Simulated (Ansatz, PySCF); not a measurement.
HF (SMILES F) and C2H4 (SMILES C=C) are pulled apart as rigid monomers along the line of their centres of mass, from the B3LYP-D3(BJ)/def2-TZVP minimum. Starting geometry (charge 0, multiplicity 1):
```xyz
8

F     -0.0440     0.3998    -0.2698
H     -0.0182     0.2834     0.6584
C      0.4068    -0.5300     2.6881
C     -0.3264     0.5668     2.8459
H     -0.0477    -1.5076     2.5825
H      1.4893    -0.4925     2.6679
H      0.1284     1.5433     2.9608
H     -1.4086     0.5282     2.8754
```

Interaction energies with rigid monomers; basis-set methods are counterpoise corrected unless marked otherwise.

Cores are frozen in the correlated methods. Rows in 6-31G* carry no dispersion term and start afresh at each structure (6-31G* with six Cartesian d functions).

Run with Ansatz (a program for electronic structure); PySCF for 6-31G* rows, the dispersion terms. 

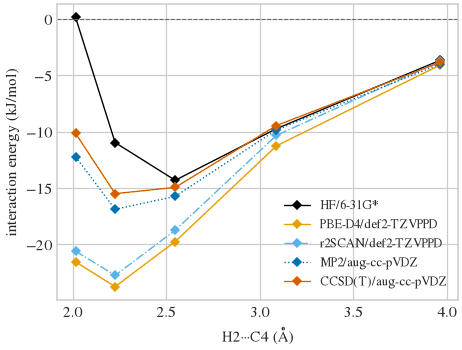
Interaction energy against separation

Which level binds most strongly at H2···C4 = 2.23, and by how much?

PBE-D4/def2-TZVPPD, -24 kJ/mol.
